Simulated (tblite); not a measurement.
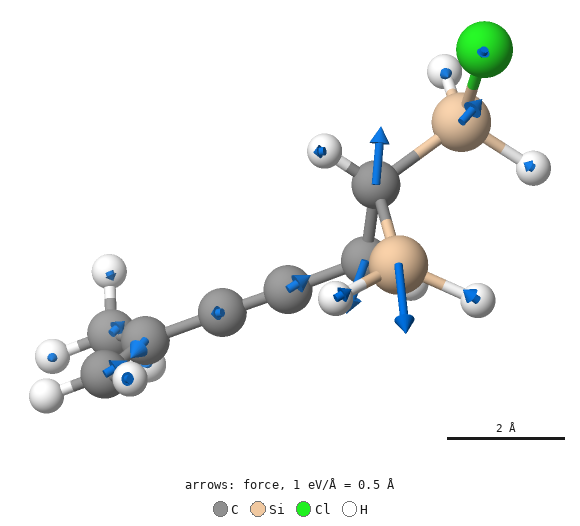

Starting geometry of C$_{7}$H$_{11}$ClSi$_{2}$ with the computed forces as blue arrows. Style: ball-and-stick. Shown from a free direction.

The calculation used GFN2-xTB geometry optimisation, gas phase in tblite 0.8.0. 

> Is this structure relaxed? If not, where do the atoms go?

It isn't relaxed: the largest force vector, on a Si atom, is 2.86 eV/Å. The final displacements have little in common with the starting forces (cosine between the two patterns 0.06). The largest move after the best rigid fit is that of an H atom, 1.70 Å. Largest moves by element: H 1.70 Å, C 1.09 Å, Si 0.82 Å, Cl 0.44 Å. Among the contacts that change: C–Si 1.819 → 1.892 Å, C–C 1.483 → 1.552 Å, H–Si 1.487 → 1.452 Å, Cl–Si 2.051 → 2.024 Å. Among the angles between lasting bonds that change: Si–C–Si 113.7° → 125.9°, C–Si–H 107.0° → 116.3°, C–Si–H 110.3° → 117.5°. After 225 geometry steps the energy has fallen by 11.2 kcal/mol.
